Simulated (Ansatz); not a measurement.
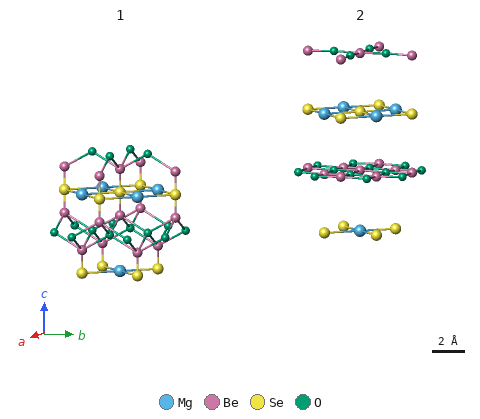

Two geometries of a crystal of MgBe2SeO2 (a generated structure, set up in I4/mmm) (coarse preliminary run), drawn at one scale. One is the start of a relaxation, the other its converged end. Style: ball-and-stick. Shown: the atoms within 5.0 Å of the atom that moves most (axes of the conventional cell (2 times the calculation's cell)), slightly off an axis. Lengths and directions refer to the drawn axes.

These are results of DFT PBE, scalar-relativistic, plane waves, PAW in Ansatz 0.2.0, not measurements. Set-up: plane-wave cutoff 420 eV; k-point mesh 6 × 6 × 6; occupations gaussian; smearing width 0.1 eV; no spin polarisation; cell and atoms relaxed; force threshold 0.04 eV/Å; at most 70 steps.

Q: Which one is relaxed?

A: Structure 2 is the relaxed one. The largest moves relative to the cell, 1.50 Å, are those of Be atoms. Se and O and Mg stay in place. The drawn cell changes as follows: a = b 3.703 → 3.475 Å (−6.2 %), c 9.963 → 15.042 Å (+51.0 %); the volume changes by +33.0 %. Among the contacts that change: Be–Se 1.459 → 3.701 Å, Be–O 2.119 → 1.739 Å, Mg–Se 2.618 → 2.457 Å. Bonds break: Be–Se (1.46 → 3.70 Å). The space group stays I4/mmm (No. 139). Over 15 accepted moves (19 points after the start) the energy falls by 2783 meV per atom. Largest force component: 31 eV/Å at the start, 0.021 eV/Å at the end. Pressure: 49.43 GPa at the start and 0.10 GPa at the end. At 4 points the geometry stayed and the basis and grid were re-selected for the new cell (energy shift of 19.8 meV per atom at most each time).
